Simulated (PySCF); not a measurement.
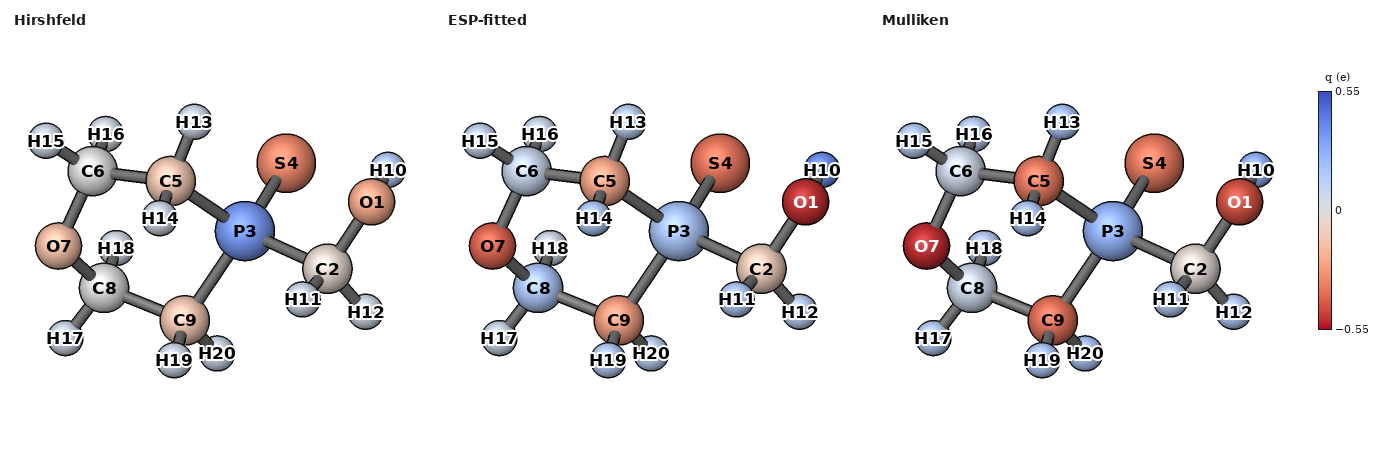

Atomic charges of one calculation by 3 schemes, on one colour scale. The geometry was computed by an optimisation with GFN2-xTB. No frequency run is at hand to confirm it as a minimum. Method: PBE0/pcSseg-1 (PySCF 2.14.0).

On which atom do the schemes disagree most?

On O7 (from −0.51 to −0.15 e).

List the charges (e), one line for each set of equivalent atoms.

| atom | Hirshfeld | ESP-fitted | Mulliken |
| --- | --- | --- | --- |
| O1 | −0.22 | −0.50 | −0.44 |
| C2 | −0.04 | −0.09 | −0.03 |
| P3 | 0.34 | 0.18 | 0.25 |
| S4 | −0.31 | −0.36 | −0.35 |
| C5 | −0.12 | −0.23 | −0.35 |
| C6 | 0.00 | 0.08 | 0.05 |
| O7 | −0.15 | −0.40 | −0.51 |
| C8 | 0.00 | 0.16 | 0.06 |
| C9 | −0.12 | −0.26 | −0.37 |
| H10 | 0.14 | 0.37 | 0.24 |
| H11 | 0.05 | 0.15 | 0.14 |
| H12 | 0.04 | 0.12 | 0.14 |
| H13 | 0.06 | 0.11 | 0.17 |
| H14 | 0.05 | 0.16 | 0.15 |
| H15 | 0.05 | 0.09 | 0.14 |
| H16 | 0.03 | 0.07 | 0.12 |
| H17 | 0.05 | 0.07 | 0.13 |
| H18 | 0.03 | 0.05 | 0.12 |
| H19 | 0.05 | 0.14 | 0.15 |
| H20 | 0.05 | 0.11 | 0.17 |

The geometry is semi-empirical. Around P such bond lengths and angles can be off by a tenth of an ångström or more and by several degrees, and values that hang on the shape move with them.
